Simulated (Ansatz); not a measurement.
# doublet GaBH3ClO+ at 6 levels

Aim: a comparison of 6 runs (UHF/6-31G*, U-revPBE/6-31G*, UB3LYP/6-31G*, UMP2/6-31G*, UBCCD(T)/6-31G*, UCCSD(T)/6-31G*) of doublet GaBH3ClO+. 

Program for the calculation: Ansatz 0.2.0.

127 further runs of the same task are left out: 127 set aside as unsound or not needed.

## Step 1: The molecule

The species is GaBH3ClO+ (7 atoms), meant as a doublet with charge +1. SMILES of the parent species: `O[B](Cl)[GaH2]`. Geometry: relaxed at PBE0-D4/def2-TZVP. This is one conformer, not always the lowest. That shape belongs to the parent species and isn't relaxed for this state.

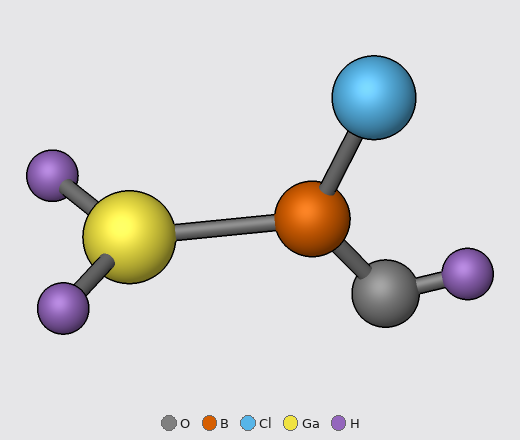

Viewed from a chosen angle; oxygen grey, boron orange, chlorine blue, gallium yellow, hydrogen purple.

## Step 2: The energy at UHF/6-31G(d) (spherical functions) (run 1)

job.yaml

```yaml
crystal:
  periodic: [false, false, false]
  atoms:
    - symbol: O
      position_ang: [-0.845500, -1.229100, 0.927100]
    - symbol: B
      position_ang: [-0.031900, -0.664900, 0.017900]
    - symbol: Cl
      position_ang: [0.899000, -1.736200, -1.070500]
    - symbol: Ga
      position_ang: [0.202400, 1.406200, -0.190800]
    - symbol: H
      position_ang: [-0.850900, -2.194300, 0.905900]
    - symbol: H
      position_ang: [-0.691300, 2.232500, -1.186100]
    - symbol: H
      position_ang: [1.318000, 2.185900, 0.596500]
basis:
  gaussian:
    orbitals: 6-31G_st_-spherical.json
total_charge: 1
magnetization:
  spin_polarized: true
  initial_magnetization: 1
hamiltonian:
  xc: hf
accuracy: high
output:
  orbitals: {seedname: orbitals}
```

The basis set 6-31G* is read from a file made from the Basis Set Exchange's data (not shown).

Run with:

```console
$ ansatz run job.yaml --threads 1 --pin off --max-ram 3480MiB --events-out events.jsonl --progress --plain --runs-dir runs
```

The program printed:

```text
Warning: RAYON_NUM_THREADS=1 ignored (pool sized by the plan → 1); use --threads N
Functional definition: HF
  name "HF"
  exchange = exact_x
  correlation = 0
1791 factors; integrals over basis functions are off by at most 1.5e-8 eV
mean field evaluation 1: about -67573.4012 eV, gradient 3.3e1 eV
mean field evaluation 2: about -67573.4660 eV, gradient 3.2e1 eV
mean field evaluation 4: about -67578.1748 eV, gradient 2.8e0 eV
mean field evaluation 8: about -67578.2867 eV, gradient 3.8e-1 eV
mean field evaluation 16: about -67578.2907 eV, gradient 6.0e-7 eV
mean field evaluation 32: about -67578.2875 eV, gradient 1.8e-1 eV
mean field evaluation 64: about -67576.4959 eV, gradient 6.3e0 eV
mean field evaluation 96: about -67576.3832 eV, gradient 2.8e0 eV
mean field -67578.29067090 eV, -2483.4563759449 hartree, gradient 3.0e-8 eV, S^2 0.768744; 0 other end points of the search recorded, 0 dependent functions left out
reference -67578.29067090 eV, -2483.4563759449 hartree; 32, 31 occupied and 52, 53 virtual orbitals, 1791 factors
Total energy: -67578.29067090 eV, -2483.4563759449 hartree
```

Wall time 9.6 s (1 thread of Arm Neoverse V1, shared host); peak memory 0.4 GiB.

## Step 3: A single-point energy at U-revPBE/6-31G(d) (spherical functions) (run 2)

molecule.yaml

```yaml
crystal:
  periodic: [false, false, false]
  atoms:
    - {symbol: O, position_ang: [-0.845500, -1.229100, 0.927100]}
    - {symbol: B, position_ang: [-0.031900, -0.664900, 0.017900]}
    - {symbol: Cl, position_ang: [0.899000, -1.736200, -1.070500]}
    - {symbol: Ga, position_ang: [0.202400, 1.406200, -0.190800]}
    - {symbol: H, position_ang: [-0.850900, -2.194300, 0.905900]}
    - {symbol: H, position_ang: [-0.691300, 2.232500, -1.186100]}
    - {symbol: H, position_ang: [1.318000, 2.185900, 0.596500]}
basis:
  gaussian:
    orbitals: 6-31G_st_-spherical.json
total_charge: 1
accuracy: high
hamiltonian:
  xc: {name: revPBE}
output: {orbitals: {seedname: orbitals}}
magnetization:
  spin_polarized: true
  initial_magnetization: 1
```

The basis set 6-31G* is read from a file made from the Basis Set Exchange's data (not shown).

Run with:

```console
$ ansatz run molecule.yaml --threads 1 --pin off --max-ram 3480MiB --events-out events.jsonl --progress --plain --runs-dir runs
```

The program printed:

```text
Warning: RAYON_NUM_THREADS=1 ignored (pool sized by the plan → 1); use --threads N
Functional definition: revPBE
  name "revPBE"
  parameter kappa = 1.245
  parameter beta = 0.06672455060314922
  exchange = pbe_x(kappa = kappa, mu = beta*pi^2/3)
  correlation = pbe_c(beta = beta)
1791 factors; integrals over basis functions are off by at most 1.5e-8 eV
mean field evaluation 1: about -67635.3819 eV, gradient 5.8e1 eV
mean field evaluation 2: about -67433.2677 eV, gradient 1.4e2 eV
mean field evaluation 4: about -67648.3233 eV, gradient 1.6e1 eV
mean field evaluation 8: about -67649.8378 eV, gradient 2.4e0 eV
mean field evaluation 16: about -67649.8800 eV, gradient 6.3e-3 eV
mean field evaluation 32: about -67649.8800 eV, gradient 4.0e-8 eV
mean field -67649.87998721 eV, -2486.0872347943 hartree, gradient 4.0e-8 eV, S^2 0.752532; 5 other end points of the search recorded, 0 dependent functions left out
reference -67649.87999283 eV, -2486.0872350011 hartree; 32, 31 occupied and 52, 53 virtual orbitals, 1791 factors
Total energy: -67649.87999283 eV, -2486.0872350011 hartree
```

It took 17 s on 1 thread of Arm Neoverse V1, shared host; peak memory 0.27 GiB.

Runs 3 to 5 aren't shown in full; the table further down has their settings and results.

## Step 4: A single-point energy at UCCSD(T)/6-31G(d) (spherical functions) (run 6)

run.yaml

```yaml
crystal:
  periodic: [false, false, false]
  atoms:
    - {symbol: O, position_ang: [-0.845500, -1.229100, 0.927100]}
    - {symbol: B, position_ang: [-0.031900, -0.664900, 0.017900]}
    - {symbol: Cl, position_ang: [0.899000, -1.736200, -1.070500]}
    - {symbol: Ga, position_ang: [0.202400, 1.406200, -0.190800]}
    - {symbol: H, position_ang: [-0.850900, -2.194300, 0.905900]}
    - {symbol: H, position_ang: [-0.691300, 2.232500, -1.186100]}
    - {symbol: H, position_ang: [1.318000, 2.185900, 0.596500]}
basis:
  gaussian:
    orbitals: 6-31G_st_-spherical.json
accuracy: high
magnetization:
  spin_polarized: true
  initial_magnetization: 1
total_charge: 1
correlation:
  method: ccsd_t
  frozen_orbitals: {B: 1, Cl: 5, Ga: 9, H: 0, O: 1}
scf:
  omitted_lower_state_checks: [cluster_reference, increment]
```

The basis set 6-31G* is read from a file made from the Basis Set Exchange's data (not shown).

Run with:

```console
$ ansatz run run.yaml --threads 1 --pin off --max-ram 3480MiB --events-out events.jsonl --progress --plain --runs-dir runs
```

The program printed:

```text
Warning: RAYON_NUM_THREADS=1 ignored (pool sized by the plan → 1); use --threads N
[... 14 lines left out ...]
16 core orbitals not correlated: weight in the atoms' cores, before any rotation towards them, 1.000 or more for the frozen orbitals, at most 0.000 for the correlated occupied ones
[... 34 lines left out ...]
Total energy: -67595.73506936 eV, -2484.0974457641 hartree
Checks for a lower state left out: cluster_reference, increment
```

It took 98 s on 1 thread of Arm Neoverse V1, shared host; peak memory 0.72 GiB.

## Step 5: Overview of the runs

| run | level | Cartesian functions | frozen core orbitals | energy (Eh) | ⟨S²⟩ | wall time |
| --- | --- | --- | --- | --- | --- | --- |
| 1 | UHF/6-31G* (spherical functions) | no | – | -2483.456376 | 0.769 | 9.6 s |
| 2 | U-revPBE/6-31G* (spherical functions) | no | – | -2486.087235 | 0.753 | 17 s |
| 3 | UB3LYP/6-31G* (Cartesian functions) | yes | – | -2486.411499 | 0.754 | 26 s |
| 4 | UMP2/6-31G* (spherical functions) | no | 16 | -2484.062141 | 0.769 | 9.9 s |
| 5 | UBCCD(T)/6-31G* (spherical functions) | no | 16 | -2484.098051 | 0.769 | 1.8 min |
| 6 | UCCSD(T)/6-31G* (spherical functions) | no | 16 | -2484.097446 | 0.769 | 98 s |

## Step 6: Summary of results

| quantity | value |
| --- | --- |
| run 6: total energy | -2484.09745 Eh |
| run 6: correlation energy (16 core orbitals frozen) | -641.1 mEh |
| run 6: (T) correction | -17.38 mEh |
| run 6: ⟨S²⟩ of the reference determinant | 0.769 |
| run 6: T1 diagnostic | 0.020 |

In words: Below the UHF energy at the same shape and in the same basis (6-31G*): UMP2 -605.8 mEh; UBCCD(T) -641.7 mEh; UCCSD(T) -641.1 mEh. Totals of different functionals can't be ranked against each other. All runs together took 4.5 min, the longest 1.8 min.
